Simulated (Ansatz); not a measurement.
**CH6FGe: geometry relaxation**

System: CH6FGe, multiplicity 2.
Method: UKS PBE0-D4/def2-mTZVP (Ansatz 0.2.0).

It belongs to a series of runs on one base structure; here: end point B relaxed. Figures and captions count atoms from 1; the log counts them from 0 in places.

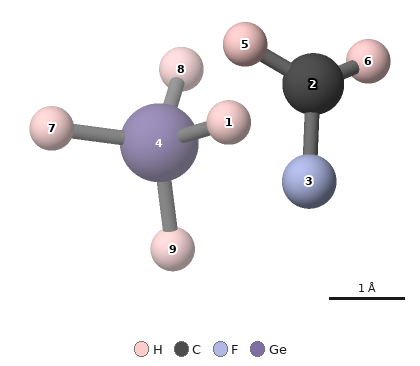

Fig. 1: The structure as given in the input (ball-and-stick view, seen at a tilt; atoms are numbered from 1 in the order of the input). Sticks mark near contacts. Bond lengths as drawn: C–F 1.34 Å, C–H 1.08 Å and Ge–H 1.52 to 1.54 Å.

**Input**
```yaml
crystal:
  periodic: [false, false, false]
  atoms:
    - { symbol: H, position_ang: [-0.074857, -0.089486, 0.18925] }
    - { symbol: C, position_ang: [-0.903745, 0.650692, -1.911192] }
    - { symbol: F, position_ang: [-0.45827, -0.5198, -2.37943] }
    - { symbol: Ge, position_ang: [0.660977, -0.433165, 1.475398] }
    - { symbol: H, position_ang: [-0.13935, 1.404647, -1.775303] }
    - { symbol: H, position_ang: [-1.825271, 0.602987, -1.345946] }
    - { symbol: H, position_ang: [2.070074, 0.177206, 1.42501] }
    - { symbol: H, position_ang: [-0.100163, 0.161706, 2.670509] }
    - { symbol: H, position_ang: [0.770604, -1.954787, 1.651705] }
magnetization:
  spin_polarized: true
  initial_magnetization: 1
basis:
  gaussian: { orbitals: def2-mTZVP }
hamiltonian:
  xc: pbe0
  dispersion: d4
relax:
  f_tol: 0.03
  max_steps: 50
output:
  orbitals: {}
```

Hardware: 2 threads of Intel Xeon @ 2.50GHz (Skylake/Cascade Lake), 128 GiB of memory available, shared host.

Command:
```bash
ansatz run input.yaml --threads 2 --pin off --max-ram 3072MiB --backend cpu --events-out ev --progress --plain --runs-dir out
```

**What the program printed**
```
The last accepted step is kept in [file] (removed where the run ends without a failure and the disk answers)
Engine: ansatz 0.2.0, x86_64-unknown-linux-gnu
Functional definition: PBE0
  parameter a = 0.25
  parameter kappa = 0.804
  parameter beta = 0.06672455060314922
  exchange = (1 - a)*pbe_x(kappa = kappa, mu = beta*pi^2/3) + a*exact_x
  correlation = pbe_c(beta = beta)
931 factors; integrals over basis functions are off by at most 6.0e-4 eV
mean field evaluation 1: about -60355.8506 eV, gradient 2.0e1 eV
mean field evaluation 2: about -60356.3121 eV, gradient 1.7e1 eV
mean field evaluation 4: about -60357.2377 eV, gradient 1.0e0 eV
mean field evaluation 8: about -60357.2777 eV, gradient 7.0e-2 eV
mean field evaluation 16: about -60357.2777 eV, gradient 2.8e-5 eV
mean field -60357.27769721 eV, -2218.0890437404 hartree, gradient 2.8e-5 eV, S^2 0.754126; 0 other end points of the search recorded, 0 dependent functions left out
the calculation of the forces begins
reference -60357.27772945 eV, -2218.0890449251 hartree; 27, 26 occupied and 65, 66 virtual orbitals, 931 factors
relax step   1: F+E_penalty+E_count = -60357.36079232 eV  Δ(F+E_penalty+E_count) = +0.000e0 eV  max|allowed force component| = 2.854e-1 eV/Å  Δτ_max = 0.0000 Å  (27 SCF iters, accepted)
these checks for a lower state are left out or cut short: starts, cluster_reference, orbital_swaps, neighbouring_geometries, increment
931 factors; integrals over basis functions are off by at most 6.0e-4 eV
mean field -60357.32573616 eV, -2218.0908091389 hartree, gradient 8.8e-6 eV, S^2 0.753929; 0 other end points of the search recorded, 0 dependent functions left out
the calculation of the forces begins
reference -60357.32576912 eV, -2218.0908103503 hartree; 27, 26 occupied and 65, 66 virtual orbitals, 931 factors
relax step   2: F+E_penalty+E_count = -60357.40199992 eV  Δ(F+E_penalty+E_count) = -4.121e-2 eV  max|allowed force component| = 1.021e-1 eV/Å  Δτ_max = 0.1941 Å  (32 SCF iters, accepted)
these checks for a lower state are left out or cut short: starts, cluster_reference, orbital_swaps, neighbouring_geometries, increment
931 factors; integrals over basis functions are off by at most 6.0e-4 eV
mean field -60357.33472991 eV, -2218.0911396532 hartree, gradient 2.6e-5 eV, S^2 0.753970; 0 other end points of the search recorded, 0 dependent functions left out
the calculation of the forces begins
reference -60357.33476299 eV, -2218.0911408691 hartree; 27, 26 occupied and 65, 66 virtual orbitals, 931 factors
relax step   3: F+E_penalty+E_count = -60357.40837473 eV  Δ(F+E_penalty+E_count) = -6.375e-3 eV  max|allowed force component| = 6.770e-2 eV/Å  Δτ_max = 0.0982 Å  (32 SCF iters, accepted)
these checks for a lower state are left out or cut short: starts, cluster_reference, orbital_swaps, neighbouring_geometries, increment
931 factors; integrals over basis functions are off by at most 6.0e-4 eV
mean field evaluation 32: about -60357.3002 eV, gradient 2.3e-2 eV
mean field -60357.33821564 eV, -2218.0912677517 hartree, gradient 2.5e-5 eV, S^2 0.754006; 0 other end points of the search recorded, 0 dependent functions left out
the calculation of the forces begins
reference -60357.33824877 eV, -2218.0912689691 hartree; 27, 26 occupied and 65, 66 virtual orbitals, 931 factors
relax step   4: F+E_penalty+E_count = -60357.41021193 eV  Δ(F+E_penalty+E_count) = -1.837e-3 eV  max|allowed force component| = 5.269e-2 eV/Å  Δτ_max = 0.0773 Å  (31 SCF iters, accepted)
these checks for a lower state are left out or cut short: starts, cluster_reference, orbital_swaps, neighbouring_geometries, increment
931 factors; integrals over basis functions are off by at most 6.0e-4 eV
mean field -60357.33960700 eV, -2218.0913188830 hartree, gradient 2.6e-5 eV, S^2 0.754010; 0 other end points of the search recorded, 0 dependent functions left out
the calculation of the forces begins
reference -60357.33964007 eV, -2218.0913200983 hartree; 27, 26 occupied and 65, 66 virtual orbitals, 931 factors
relax step   5: F+E_penalty+E_count = -60357.41080101 eV  Δ(F+E_penalty+E_count) = -5.891e-4 eV  max|allowed force component| = 5.892e-2 eV/Å  Δτ_max = 0.0590 Å  (31 SCF iters, accepted)
these checks for a lower state are left out or cut short: starts, cluster_reference, orbital_swaps, neighbouring_geometries, increment
931 factors; integrals over basis functions are off by at most 6.0e-4 eV
mean field -60357.34002055 eV, -2218.0913340809 hartree, gradient 2.6e-5 eV, S^2 0.754008; 0 other end points of the search recorded, 0 dependent functions left out
the calculation of the forces begins
reference -60357.34005363 eV, -2218.0913352962 hartree; 27, 26 occupied and 65, 66 virtual orbitals, 931 factors
relax step   6: F+E_penalty+E_count = -60357.41099847 eV  Δ(F+E_penalty+E_count) = -1.975e-4 eV  max|allowed force component| = 2.837e-2 eV/Å  Δτ_max = 0.0300 Å  (31 SCF iters, accepted)
931 factors; integrals over basis functions are off by at most 6.0e-4 eV
mean field evaluation 64: about -60357.3400 eV, gradient 2.7e-3 eV
```

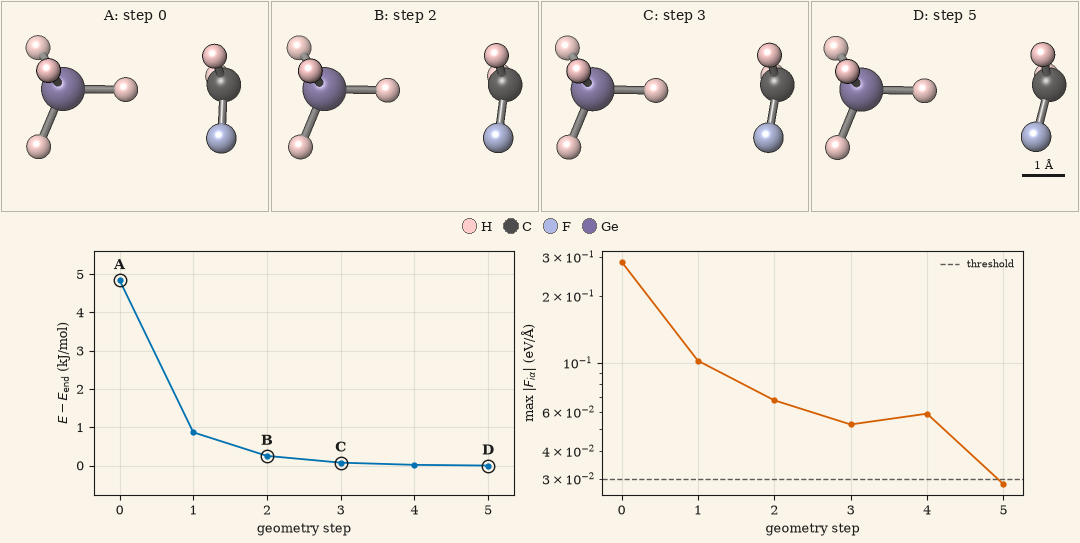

Fig. 2: Frames of the relaxation (ball-and-stick view, seen at a tilt) above the curves, on which the letters mark them (the first geometry is step 0 here and step 1 in the log).

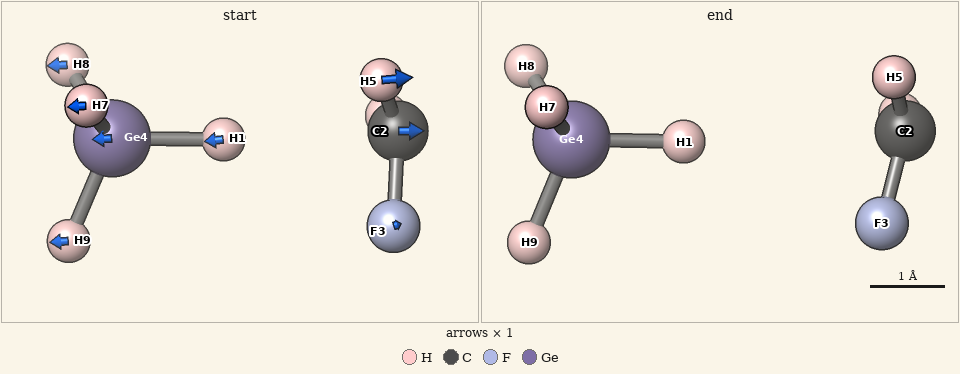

Fig. 3: Before (left) and after (right) the relaxation, at one scale (ball-and-stick view, seen at a tilt). The blue arrows give the displacements, at true length. The atom that moves furthest after the best rigid fit is H6 (0.45 Å). Largest moves by element: H 0.45 Å, C 0.37 Å, Ge 0.28 Å, F 0.12 Å. Among the contacts that change: H1–Ge4 1.521 → 1.535 Å. Over 5 geometry steps the energy falls by 4.84 kJ/mol. Largest force component: 0.29 eV/Å at the start, 0.028 eV/Å at the end. (Atoms are counted from 1 in the order of the input.)

```
mean field -60357.34002055 eV, -2218.0913340809 hartree, gradient 2.6e-5 eV, S^2 0.754008; 1 other end points of the search recorded, 0 dependent functions left out
the calculation of the forces begins
reference -60357.34005363 eV, -2218.0913352962 hartree; 27, 26 occupied and 65, 66 virtual orbitals, 931 factors
Total energy: -60357.41103154 eV, -2218.0939436865 hartree
Atom 0 at     0.017512    -0.189705     0.425661 Å, force    -0.000617    -0.000219     0.001208 eV/Å
Atom 1 at    -1.044694     0.747587    -2.239432 Å, force    -0.008429     0.016305     0.018596 eV/Å
Atom 2 at    -0.516874    -0.458928    -2.464298 Å, force    -0.004252     0.011093     0.003534 eV/Å
Atom 3 at     0.778134    -0.517307     1.717673 Å, force     0.000050     0.000523     0.000200 eV/Å
Atom 4 at    -0.324592     1.551242    -2.150632 Å, force    -0.015356    -0.022807    -0.005220 eV/Å
Atom 5 at    -2.005563     0.739525    -1.740144 Å, force     0.028371    -0.004296    -0.017655 eV/Å
Atom 6 at     2.186236     0.092276     1.651142 Å, force    -0.000093    -0.000030    -0.000753 eV/Å
Atom 7 at     0.024959     0.075133     2.918388 Å, force     0.000552    -0.000356     0.000684 eV/Å
Atom 8 at     0.884882    -2.039823     1.881644 Å, force    -0.000225    -0.000214    -0.000594 eV/Å
Dipole moment:    -0.084685     0.236940     0.128431 e Å
```

**Trajectory as extended XYZ (Å, eV, eV/Å), 6 frames, from step=1 to step=6**
```
9
Properties=species:S:1:pos:R:3:forces:R:3 step=1 energy=-60357.36079
H    -0.0749   -0.0895    0.1893   -0.0822  -0.0116  -0.0848
C    -0.9037    0.6507   -1.9112    0.0043   0.0366  -0.1467
F    -0.4583   -0.5198   -2.3794   -0.0432   0.0193   0.0133
Ge    0.6610   -0.4332    1.4754    0.1665  -0.0601   0.2854
H    -0.1394    1.4046   -1.7753   -0.0616   0.0061  -0.0127
H    -1.8253    0.6030   -1.3459    0.0218   0.0029  -0.0426
H     2.0701    0.1772    1.4250    0.0069  -0.0035   0.0065
H    -0.1002    0.1617    2.6705    0.0007  -0.0008   0.0070
H     0.7706   -1.9548    1.6517   -0.0133   0.0112  -0.0253
9
Properties=species:S:1:pos:R:3:forces:R:3 step=2 energy=-60357.40200
H    -0.0283   -0.1407    0.3182   -0.0351   0.0129  -0.0653
C    -0.9781    0.7028   -2.0827    0.0660  -0.1021  -0.0483
F    -0.5074   -0.4847   -2.4832   -0.0506   0.0826   0.0241
Ge    0.7240   -0.4716    1.6081    0.0140   0.0098   0.0236
H    -0.2195    1.4601   -1.9380   -0.0082   0.0323  -0.0114
H    -1.8970    0.6574   -1.5140   -0.0261   0.0044  -0.0090
H     2.1303    0.1433    1.5392   -0.0040  -0.0193   0.0257
H    -0.0455    0.1290    2.7943    0.0277  -0.0224   0.0267
H     0.8215   -1.9956    1.7580    0.0162   0.0019   0.0339
9
Properties=species:S:1:pos:R:3:forces:R:3 step=3 energy=-60357.40837
H    -0.0095   -0.1578    0.3619    0.0052  -0.0065   0.0192
C    -1.0081    0.7228   -2.1527    0.0370  -0.0661  -0.0229
F    -0.5270   -0.4696   -2.5221   -0.0312   0.0677   0.0231
Ge    0.7455   -0.4879    1.6573    0.0006  -0.0050   0.0080
H    -0.2591    1.4925   -2.0218   -0.0028   0.0076  -0.0098
H    -1.9365    0.6862   -1.5986   -0.0110  -0.0008  -0.0080
H     2.1538    0.1205    1.5970    0.0093   0.0055  -0.0040
H    -0.0104    0.1032    2.8566   -0.0057   0.0055   0.0001
H     0.8512   -2.0099    1.8223   -0.0014  -0.0079  -0.0058
9
Properties=species:S:1:pos:R:3:forces:R:3 step=4 energy=-60357.41021
H     0.0054   -0.1738    0.3992    0.0026  -0.0020   0.0071
C    -1.0278    0.7362   -2.1990    0.0111  -0.0283  -0.0053
F    -0.5317   -0.4623   -2.5236   -0.0181   0.0527   0.0199
Ge    0.7634   -0.5021    1.6931    0.0011  -0.0060   0.0036
H    -0.2897    1.5195   -2.0841   -0.0060  -0.0154  -0.0079
H    -1.9686    0.7105   -1.6646    0.0103  -0.0051  -0.0121
H     2.1718    0.1070    1.6296   -0.0002   0.0009  -0.0020
H     0.0079    0.0900    2.8925    0.0001   0.0004  -0.0014
H     0.8693   -2.0249    1.8568   -0.0008   0.0029  -0.0019
9
Properties=species:S:1:pos:R:3:forces:R:3 step=5 energy=-60357.41080
H     0.0145   -0.1848    0.4189    0.0003  -0.0011   0.0035
C    -1.0402    0.7447   -2.2282    0.0086  -0.0245   0.0071
F    -0.5242   -0.4603   -2.4927   -0.0223   0.0589   0.0173
Ge    0.7740   -0.5125    1.7118   -0.0006  -0.0002  -0.0015
H    -0.3132    1.5408   -2.1290   -0.0115  -0.0254  -0.0077
H    -1.9932    0.7301   -1.7145    0.0248  -0.0076  -0.0179
H     2.1821    0.0971    1.6461    0.0005   0.0000  -0.0005
H     0.0198    0.0799    2.9119    0.0001   0.0002   0.0004
H     0.8804   -2.0351    1.8757    0.0001  -0.0003  -0.0007
9
Properties=species:S:1:pos:R:3:forces:R:3 step=6 energy=-60357.41100
H     0.0175   -0.1897    0.4257   -0.0006  -0.0002   0.0012
C    -1.0447    0.7476   -2.2394   -0.0084   0.0163   0.0186
F    -0.5169   -0.4589   -2.4643   -0.0043   0.0111   0.0035
Ge    0.7781   -0.5173    1.7177    0.0001   0.0005   0.0002
H    -0.3246    1.5512   -2.1506   -0.0154  -0.0228  -0.0052
H    -2.0056    0.7395   -1.7401    0.0284  -0.0043  -0.0177
H     2.1862    0.0923    1.6511   -0.0001   0.0000  -0.0008
H     0.0250    0.0751    2.9184    0.0006  -0.0004   0.0007
H     0.8849   -2.0398    1.8816   -0.0002  -0.0002  -0.0006
```

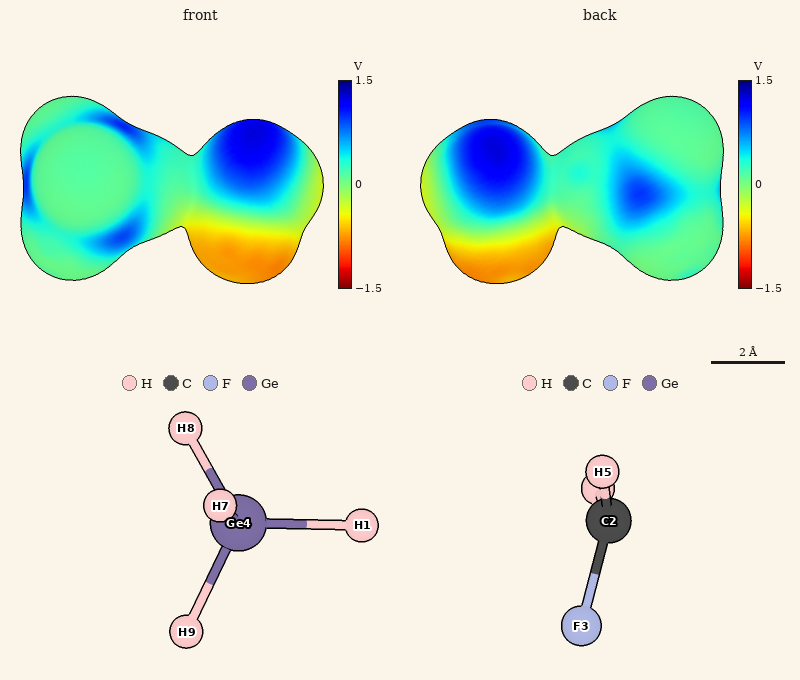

Fig. 4: The electrostatic potential painted on the density surface at 0.002 e/bohr³, seen face on and from behind; red is negative and blue positive. The bare structure is drawn below in the same view. A positive charge is drawn to the negative regions and a negative charge to the positive ones.

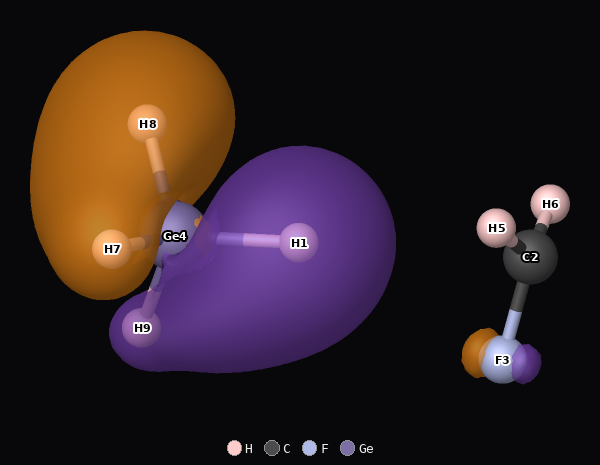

Fig. 5: One frontier orbital at ±0.08 Å⁻³ᐟ² (orange and purple are the two phases), seen at a tilt. The HOMO (β), at −9.68 eV. Its weight (Hirshfeld) is mainly on Ge4 (45 %), H1 (25 %) and H8 (20 %).

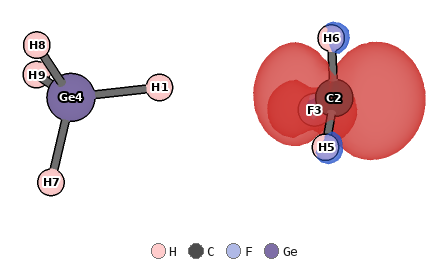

Fig. 6: Isosurfaces of the spin density (α minus β) at +0.03 (red) and −0.03 e/Å³ (blue), seen from the side. The unpaired spin (1 electron) lies mostly on C2 (about 0.8) and F3 (about 0.1), in electrons by Hirshfeld's partition.

**Key numbers**

- outcome: converged
- total energy: −60357.4110 eV
- mean-field energy: −60357.3401 eV
- ⟨S²⟩: 0.754
- largest force (length of the vector) at the end: 0.034 eV/Å
- wall time: 22 s (CPU time 42 s)
- peak memory: 0.26 GiB
